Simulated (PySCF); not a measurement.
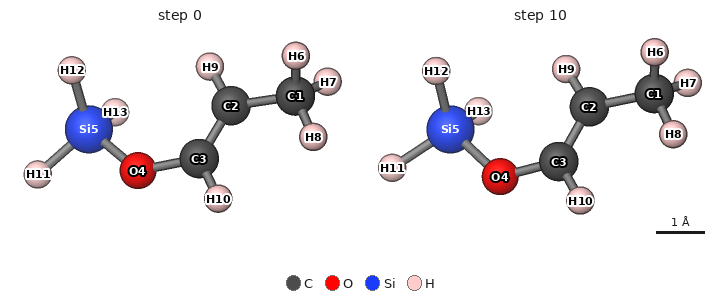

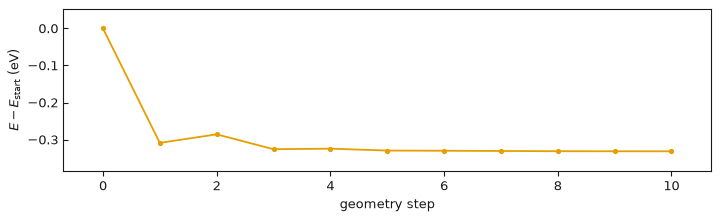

First and last geometry of a relaxation of C3H8OSi, with the history of the run. The picture is a ball-and-stick view, seen at a tilt.

The start comes from GFN2-xTB. Its atoms were then displaced at random by about 0.01 Å.

Computed with PBE0-D3(BJ)/def2-SVP geometry optimisation, gas phase (PySCF). 

What do the curves and the structures tell?

It converged. H11 moves most after the best rigid fit: 0.22 Å. By element the largest moves are H 0.22 Å, O 0.14 Å, C 0.06 Å, Si 0.04 Å. Near-neighbour distances that change, for instance: O4–Si5 1.592 → 1.679 Å, C3–O4 1.400 → 1.351 Å, Si5–H11 1.441 → 1.486 Å, C1–H8 1.066 → 1.101 Å. Bond angles that change, for instance: O4–Si5–H11 98.7° → 105.2°, C3–O4–Si5 133.0° → 126.8°, H11–Si5–H12 113.6° → 110.7°. Over 10 geometry steps the energy falls by 0.331 eV.

```json
{"step": "0", "E − E(0), eV": "0.0000"}
{"step": "1", "E − E(0), eV": "-0.3088"}
{"step": "2", "E − E(0), eV": "-0.2857"}
{"step": "3", "E − E(0), eV": "-0.3258"}
{"step": "4", "E − E(0), eV": "-0.3244"}
{"step": "5", "E − E(0), eV": "-0.3295"}
{"step": "6", "E − E(0), eV": "-0.3300"}
{"step": "7", "E − E(0), eV": "-0.3306"}
{"step": "8", "E − E(0), eV": "-0.3313"}
{"step": "9", "E − E(0), eV": "-0.3314"}
{"step": "10", "E − E(0), eV": "-0.3315"}
```
